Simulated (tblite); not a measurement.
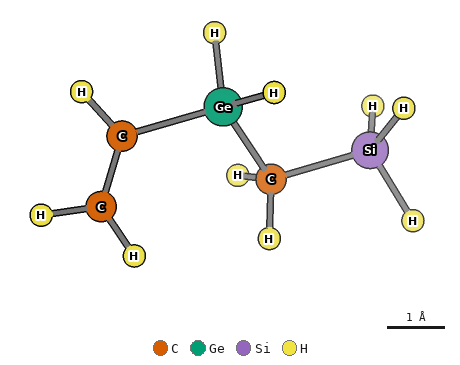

This is the input geometry for a relaxation of C₃H₁₀GeSi. A ball-and-stick model, seen at a tilt.

Method: GFN2-xTB geometry optimisation, gas phase in tblite.

```xyz
15

C    -2.6289   -0.8551    0.1797
C    -2.2222    0.1816   -0.5235
Ge   -0.4223    0.8667   -0.4650
C     0.8956   -0.5345   -0.2374
Si    2.6320    0.1694   -0.1457
H    -2.0687   -1.4459    0.8565
H    -3.6936   -1.1381    0.0513
H    -2.9178    0.6902   -1.1646
H    -0.2139    1.9380    0.6145
H    -0.1711    1.4947   -1.8613
H     0.8407   -1.1257   -1.1973
H     0.6759   -1.1977    0.6498
H     3.4053   -0.7448    0.7198
H     3.2738    0.1969   -1.4745
H     2.6109    1.5124    0.4698
```

**Predict the outcome.**

The largest move after the best rigid fit is that of H11, 0.62 Å. By element the largest moves are H 0.62 Å, C 0.23 Å, Ge 0.12 Å, Si 0.07 Å. Among the contacts that change: Ge3–H10 1.551 → 1.509 Å, C4–H11 1.129 → 1.090 Å, Ge3–C4 1.937 → 1.969 Å, C2–Ge3 1.927 → 1.957 Å. Among the angles between lasting bonds that change: C2–C1–H7 115.8° → 122.8°, C2–C1–H6 128.1° → 121.5°, C2–Ge3–H9 113.3° → 108.5°. Groups turn about C4–Si5 by about 35°, C2–Ge3 by about 30°. Over 105 geometry steps the energy falls by 0.271 eV. Cost: 1 s on 1 thread of Arm Neoverse N1, with other jobs on the host.

Final geometry:

```xyz
15

C    -2.6486   -0.9365   -0.0185
C    -2.2772    0.2444   -0.4843
Ge   -0.4272    0.8740   -0.5858
C     0.8897   -0.4725   -0.0114
Si    2.6866    0.1306   -0.1250
H    -1.9260   -1.6517    0.3443
H    -3.6817   -1.2494    0.0252
H    -3.0387    0.9288   -0.8389
H    -0.3025    2.1314    0.2387
H    -0.1544    1.3182   -2.0017
H     0.7648   -1.3628   -0.6283
H     0.6654   -0.7673    1.0139
H     3.5679   -0.9731    0.2713
H     2.9866    0.5267   -1.5026
H     2.8907    1.2675    0.7753
```

After the run, drawn alike:

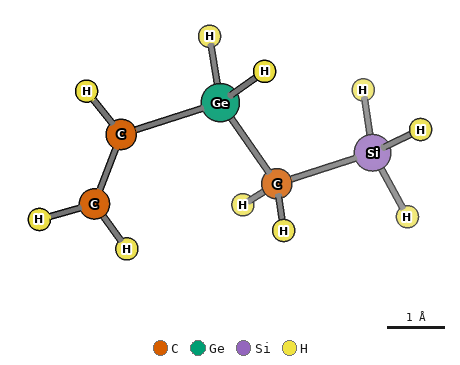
